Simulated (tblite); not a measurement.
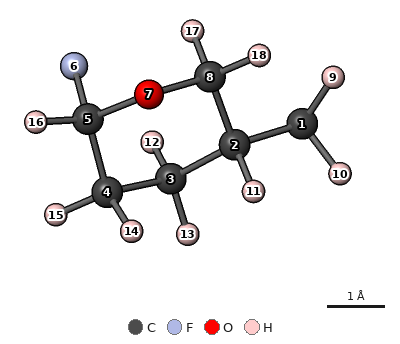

Starting structure of C6H10FO (multiplicity 2). The picture is a ball-and-stick view, seen at a tilt.

Computed with GFN2-xTB geometry optimisation, gas phase (tblite 0.8.0).

```xyz
18

C     2.2105    0.0236   -0.7863
C     0.9409    0.0606    0.0457
C     0.0950   -1.1813   -0.1396
C    -1.1532   -0.9368    0.7062
C    -1.8080    0.3245    0.2504
F    -1.9951    0.2398   -1.1196
O    -0.9757    1.4135    0.5238
C     0.1818    1.3324   -0.2474
H     2.5147    1.0816   -0.9772
H     2.9897   -0.4178   -0.1362
H     1.2571    0.0346    1.1238
H    -0.1628   -1.3745   -1.1909
H     0.6083   -2.0467    0.2923
H    -0.7774   -0.7971    1.7411
H    -1.8809   -1.7578    0.6186
H    -2.8135    0.4881    0.7011
H    -0.1005    1.3312   -1.3326
H     0.8602    2.1884   -0.0848
```

> Predict the outcome.

After 141 geometry steps the energy has fallen by 20.3 kcal/mol. The atom that moves furthest after the best rigid fit is H9 (1.48 Å). Largest moves by element: H 1.48 Å, F 0.29 Å, C 0.28 Å, O 0.06 Å. Some distances before and after: C1–C2 1.518 → 1.468 Å, C1–H9 1.117 → 1.073 Å, C2–C8 1.510 → 1.554 Å, C1–H10 1.107 → 1.071 Å. Among the angles between lasting bonds that change: C2–C1–H10 106.1° → 120.9°, C2–C1–H9 107.3° → 120.0°, H9–C1–H10 106.6° → 118.6°.

Step by step:

| step | E − E(0), kcal/mol |
| --- | --- |
| 0 | 0.00 |
| 1 | -5.81 |
| 2 | -9.22 |
| 3 | -11.72 |
| 4 | -13.95 |
| 5 | -14.80 |
| 6 | -15.73 |
| 7 | -16.47 |
| 8 | -16.93 |
| 9 | -17.32 |
| 10 | -17.74 |
| 17 | -19.42 |
| 24 | -19.66 |
| 31 | -19.78 |
| 38 | -19.81 |
| 44 | -19.83 |
| 51 | -19.85 |
| 58 | -19.87 |
| 65 | -19.91 |
| 72 | -20.00 |
| 79 | -20.09 |
| 86 | -20.13 |
| 93 | -20.15 |
| 100 | -20.18 |
| 107 | -20.21 |
| 113 | -20.22 |
| 120 | -20.23 |
| 127 | -20.25 |
| 134 | -20.26 |
| 141 | -20.26 |

Final geometry:

```xyz
18

C     2.3180    0.0561   -0.5272
C     1.0367    0.0985    0.1881
C     0.1496   -1.1194   -0.1144
C    -1.1812   -0.9860    0.6212
C    -1.8336    0.3548    0.2903
F    -2.2605    0.3223   -1.0330
O    -1.0104    1.4367    0.4837
C     0.2184    1.3559   -0.2188
H     2.3523   -0.2747   -1.5469
H     3.2031    0.4774   -0.0950
H     1.2063    0.1663    1.2687
H    -0.0308   -1.1743   -1.1898
H     0.6559   -2.0348    0.1950
H    -1.0227   -1.0222    1.7004
H    -1.8639   -1.7873    0.3372
H    -2.7363    0.5342    0.8896
H     0.0333    1.3343   -1.2992
H     0.7568    2.2684    0.0384
```

The end point in the same view:

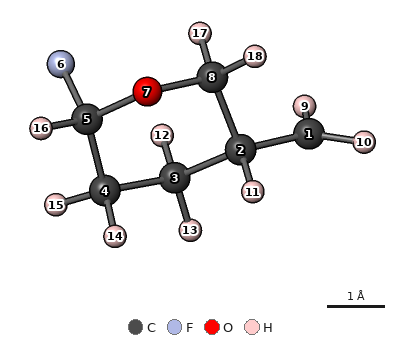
